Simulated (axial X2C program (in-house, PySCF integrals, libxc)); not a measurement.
# TaSe⁺: properties at the nuclei

Aim: properties at the nuclei of TaSe⁺, with spin–orbit coupling in the Hamiltonian from the start.

Computed with an in-house X2C program for linear molecules on PySCF integrals. Level: two-component X2C with atomic mean-field terms, Ta dyall-cv3z, Se dyall-cv3z.

All values are calculated.

## (1) Set-up

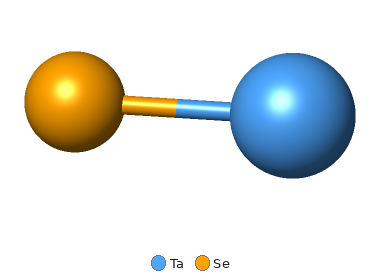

The two atoms at 2.330 Å (tantalum blue, selenium orange).

task.json reads:

```json
{
 "zs": [
  73,
  34
 ],
 "q": 1,
 "bas": [
  "dyall-cv3z",
  "dyall-cv3z"
 ],
 "r0": 2.33,
 "levels": [
  "PBE0",
  "HF",
  "BP86",
  "LDA",
  "BHandHLYP"
 ],
 "nst": 3
}
```

Keys: zs atomic numbers; q charge; bas basis sets; r0 starting distance in Å; levels methods (HF also brings MP2); nst determinants followed.

Started as:

```
> python soeom.py task.json out
```

The runs that follow: Expectation values, lowest determinant; Expectation values, a higher determinant; Expectation values, a higher determinant.

What does the calculation give? Wanted: lowest determinant; Eeff magnitude; Ws magnitude Ta; A∥/gI Ta; qzz Ta; higher determinant (for each run or level that gives them).

As calculated:

| quantity | value |
| --- | --- |
| lowest determinant | Ω = 1 (excess of +ω over −ω: ω = -1/2, ω = 3/2) |
| Eeff magnitude (GV/cm), PBE0 | 13.8 |
| Ws magnitude Ta (kHz), PBE0 | 11.7 |
| A∥/gI Ta (MHz), PBE0 | -4370 |
| qzz Ta (a.u.), PBE0 | -2.58 |
| higher determinant | Ω = 3 (excess of +ω over −ω: ω = 1/2, ω = 5/2) |
| Eeff magnitude (GV/cm), PBE0, higher determinant | 12.9 |
| Ws magnitude Ta (kHz), PBE0, higher determinant | 3.76 |
| A∥/gI Ta (MHz), PBE0, higher determinant | 2170 |
| qzz Ta (a.u.), PBE0, higher determinant | -3.00 |
| higher determinant | Ω = 2 (excess of +ω over −ω: ω = 1/2, ω = 3/2) |
| Eeff magnitude (GV/cm), PBE0, higher determinant | 11.2 |
| Ws magnitude Ta (kHz), PBE0, higher determinant | 5.21 |
| A∥/gI Ta (MHz), PBE0, higher determinant | 3700 |
| qzz Ta (a.u.), PBE0, higher determinant | -2.49 |

In the first state, the effective field runs from 8.49 to 16.7 GV/cm over the mean-field levels. The expectation values come from single determinants, which for open shells can mix terms of unlike spin or miss the lowest Ω, so a determinant need not be a state. Eeff is the effective electric field on the electron dipole moment in this Ω state and Ws the scalar–pseudoscalar constant (defined with the proton number Z and per Ω); A∥ is the parallel hyperfine constant, which follows by multiplying with the nuclear g factor gI = μI/(I μN); qzz is the electric field gradient, eQq0 = 234.96 MHz × Q/barn × qzz. The operators were transformed with the bare-nucleus X2C matrices.
